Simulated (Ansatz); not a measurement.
**FH$_{3}$OSi···H$_{2}$···NH$_{3}$: density, localisation and related maps**

```
atom    x (Å)    y (Å)    z (Å)
  Si   0.9115   0.5220  -0.6835
   H  -2.8293   1.1352   0.5607
   H  -0.2566  -0.0169  -1.4117
   H   0.6525   1.2603   0.5615
   O   1.6688   1.6292  -1.6327
   H   0.4106  -1.8967   1.1486
   F   1.9459  -0.6818  -0.4383
   H  -2.1822   0.7655   0.5074
   N  -0.3953  -1.2844   1.1034
   H   1.8597   1.3890  -2.5402
   H  -0.6059  -0.9859   2.0479
   H  -1.1796  -1.8354   0.7769
```

The product side of a reaction path; geometry: PBE0-D4/def2-TZVP.

The calculation used RKS PBE0-D4/def2-TZVPP (Ansatz 0.2.0).

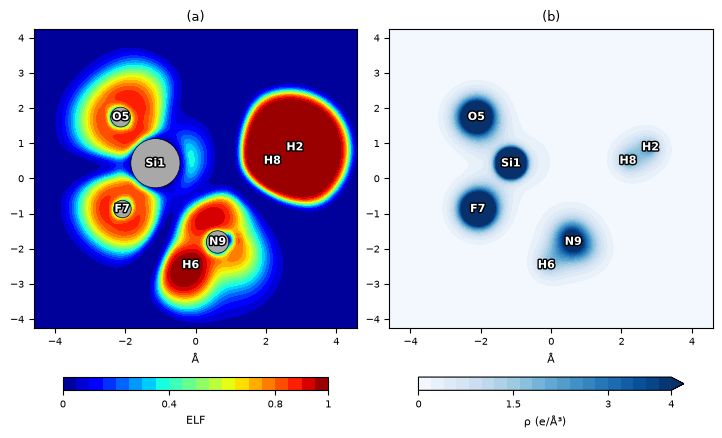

Figure 1. (a) electron localisation function; (b) electron density on the plane of atoms O5, Si1 and F7. Grey discs cover the atomic cores in the ELF map.

Q: Interpret the plot.

A: Atoms in the plane: Si, H, O, F and N.
Si1···N9 (2.86 Å): the density falls to about 0.11 e/Å³ on the way; the ELF is about 0.10 at the midpoint.
Si–F (1.61 Å): ρ at the midpoint is about 1.1 e/Å³; the ELF peaks at about 0.85 in the valence shell of F, 0.6 Å from its nucleus, and is about 0.50 at the midpoint.
Si–O (1.64 Å): the density is about 1.2 e/Å³ at the midpoint; the ELF peaks at about 0.85 between the atoms (a polar covalent bond).
H–H (0.75 Å): the density is about 1.8 e/Å³ at the midpoint; the ELF is about 1 at the midpoint.
N–H (1.01 Å): the density is about 2.9 e/Å³ at the midpoint; the ELF climbs to about 1 towards the hydrogen, as it does in any bond to H (a covalent bond by its length).
The ELF also peaks beside F7 and O5, away from the bonds: lone-pair regions.

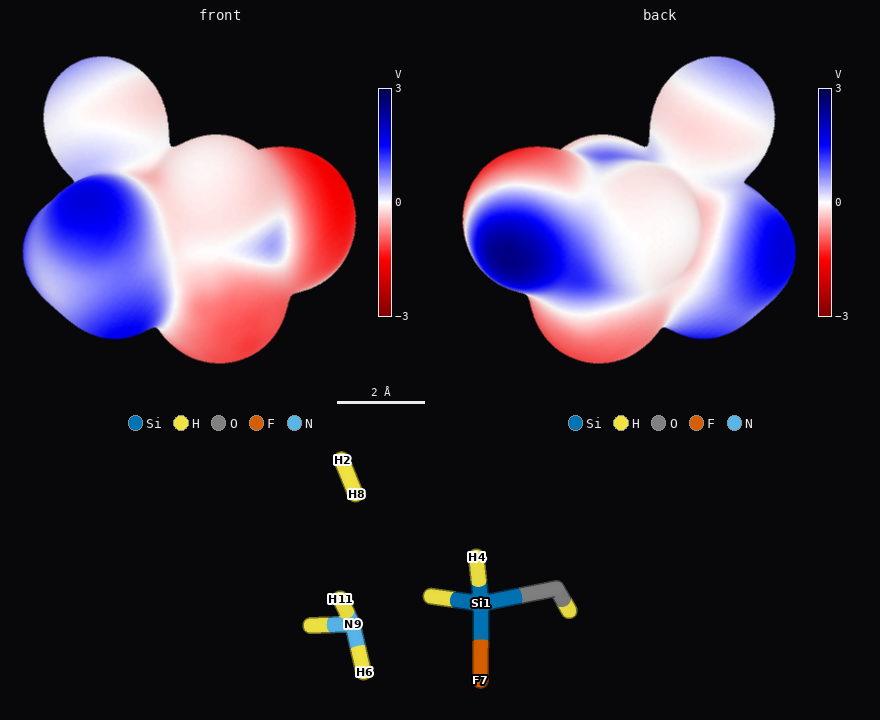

Figure 2. The molecular electrostatic potential painted on the density surface at 0.002 e/bohr³, seen from the front and from behind; red is negative and blue positive. The bare structure is drawn below in the same view.

Q: Where is the surface potential most negative and most positive?

A: The most negative region (about −1.5 V) lies over O5, the most positive (about +2.4 V) over H10. O5 is the likeliest acceptor of a hydrogen bond.

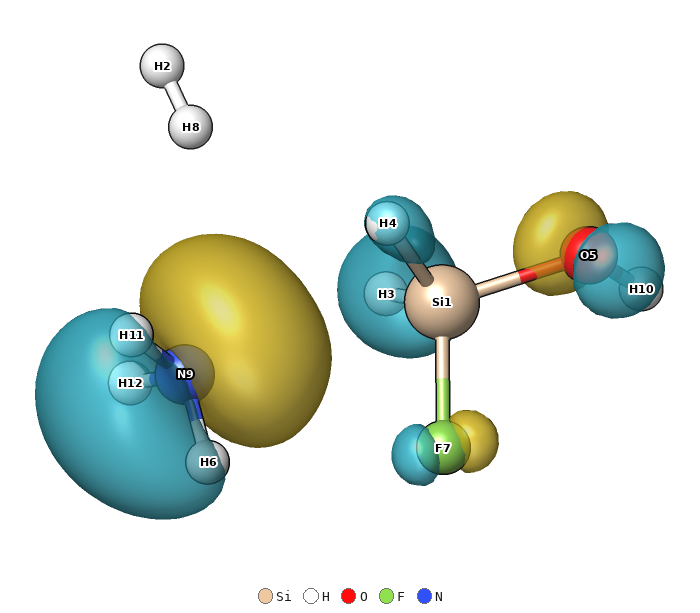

Figure 3. The HOMO at ±0.1 Å⁻³ᐟ² (yellow and cyan are the two phases), seen at a tilt.

Q: Describe this orbital and give its energy.

A: Its weight (Hirshfeld) is mainly on N9 (about 65 %); largely a lone pair of N9. Its energy is −8.11 eV.

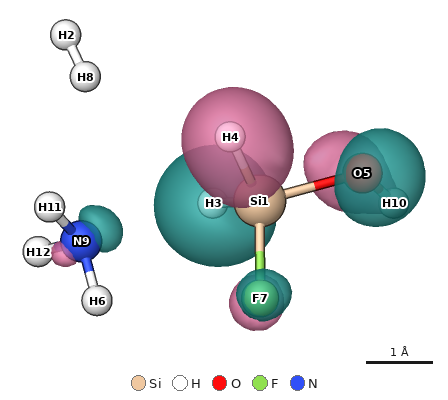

Figure 4. The HOMO−1 at ±0.15 Å⁻³ᐟ² (teal and pink are the two phases), seen at a tilt.

Q: Where does this orbital lie, and at what energy?

A: By Hirshfeld shares it lies mainly on O5 (about 25 %), Si1 (about 25 %), H3 (about 20 %) and H4 (about 15 %). Its energy is −8.80 eV.
